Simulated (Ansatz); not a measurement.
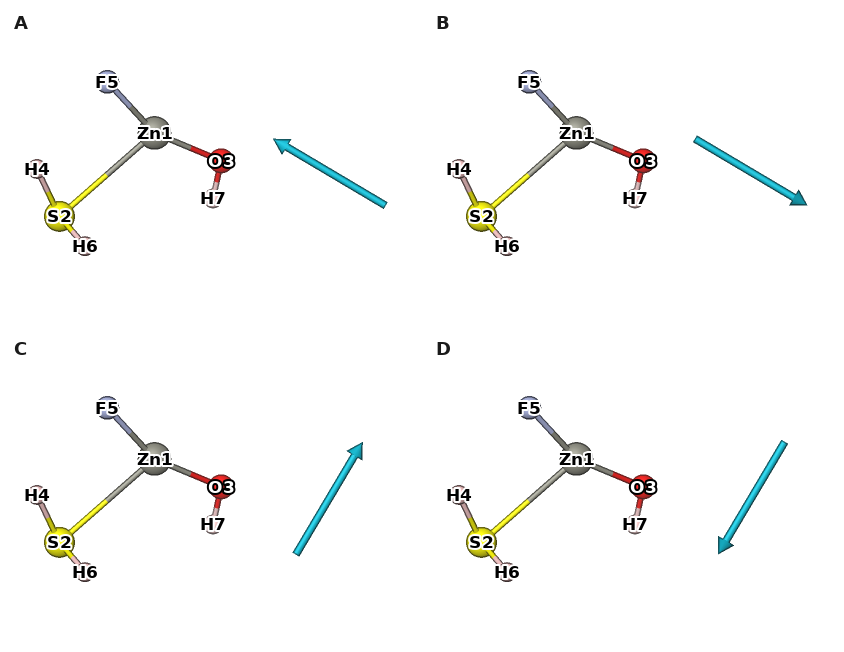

The same molecule four times, each with an arrow. Computed geometry: PBE0-D4/def2-TZVP optimisation. Method: RKS PBE0-D4/def2-TZVP (Ansatz 0.2.0).

### Which arrow points along the dipole moment, from the negative to the positive end?

D. The dipole moment is 3.93 D; it points from the side of F5 to the side of H6 (the outermost atoms at the two ends).
